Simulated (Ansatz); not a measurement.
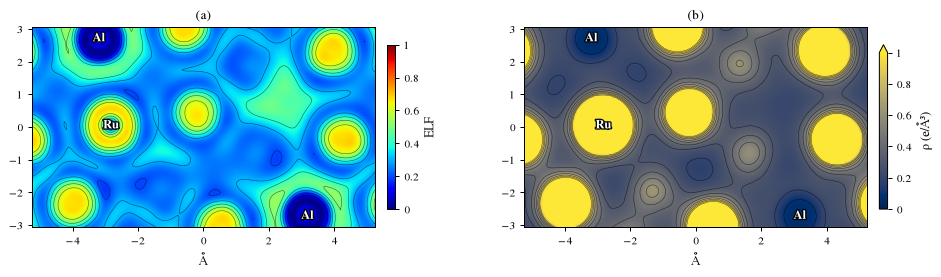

*AlRu$_{4}$. (a) ELF; (b) valence pseudo-density on the (111) plane of the conventional cell.*

Space group P2₁/m; a generated structure, not necessarily the stable one; computed without spin polarisation.

The calculation used Ansatz 0.2.0, DFT PBE, scalar-relativistic, plane waves, PAW.

Core electrons are frozen (PAW), and the valence fields are smoothed inside the atomic spheres.

Question: Interpret the plot.

Answer: The section cuts through Al and Ru sites. Atoms just off the plane (Ru, 0.5 Å away) can leave unmarked features too. Al–Ru (2.69 Å): the density is about 0.3 e/Å³ at the midpoint; the ELF is about 0.30 at the midpoint (no shared electron pair shows on this line). Between the atoms the lowest density in this plane is 0.18 e/Å³. The features right at Ru lie inside the PAW spheres, where the map follows smoothed inner orbitals and isn't to be read closely.

Question: What Bader charges does the calculation give?

Answer: Electrons move from Al towards Ru. Bader charges: Al +1.78 and Ru −0.57 to −0.27 e.
